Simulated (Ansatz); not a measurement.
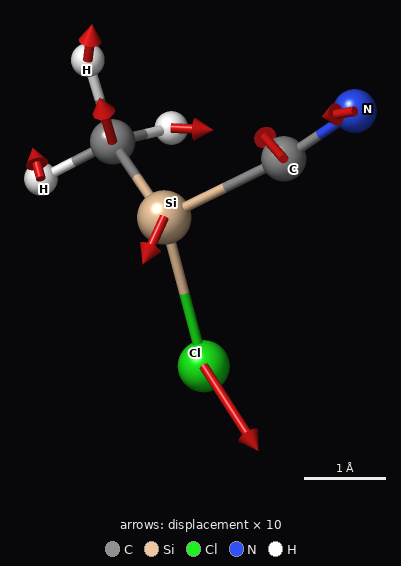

A relaxation of C₂H₃ClNSi (multiplicity 2) (coarse preliminary run). The starting structure is drawn; red arrows show the displacements, magnified 10 times. The two geometries are superimposed by the best rigid fit.

A ball-and-stick model, seen from a free direction.

The start comes from a force field.

Level of theory: UKS PBE-D4/def2-SVP (Ansatz).

The input:
```yaml
crystal:
  periodic: [false, false, false]
  atoms:
    - {symbol: C, position_ang: [-0.665500, -0.594100, 0.805600]}
    - {symbol: Si, position_ang: [0.555500, 0.639000, 0.187600]}
    - {symbol: Cl, position_ang: [2.391800, -0.117000, 0.570800]}
    - {symbol: C, position_ang: [0.458900, 1.069300, -1.627100]}
    - {symbol: N, position_ang: [0.252800, 1.324000, -2.761900]}
    - {symbol: H, position_ang: [-0.638600, -1.495400, 0.276000]}
    - {symbol: H, position_ang: [-0.576200, -0.736100, 1.870100]}
    - {symbol: H, position_ang: [-1.686600, -0.146700, 0.623100]}
basis:
  gaussian: {orbitals: def2-SVP}
magnetization: {spin_polarized: true, initial_magnetization: 1}
hamiltonian: {xc: pbe, dispersion: d4}
relax: {f_tol: 0.03, max_steps: 200}
```

What happened in the run?

The energy falls by 5.14 kcal/mol in 5 geometry steps. Largest force component: 2.4 eV/Å at the start, 0.024 eV/Å at the end. The atom that moves furthest after the best rigid fit is Cl3 (0.13 Å). Largest moves by element: Cl 0.13 Å, C 0.10 Å, Si 0.07 Å, N 0.06 Å, H 0.05 Å. Among the contacts that change: C1–H6 1.046 → 1.110 Å, Si2–Cl3 2.022 → 2.081 Å, C1–Si2 1.842 → 1.880 Å, C1–H7 1.078 → 1.107 Å. Among the angles between lasting bonds that change: C1–Si2–C4 116.5° → 109.4°, C1–Si2–Cl3 106.7° → 111.6°, H6–C1–H7 112.6° → 109.0°.
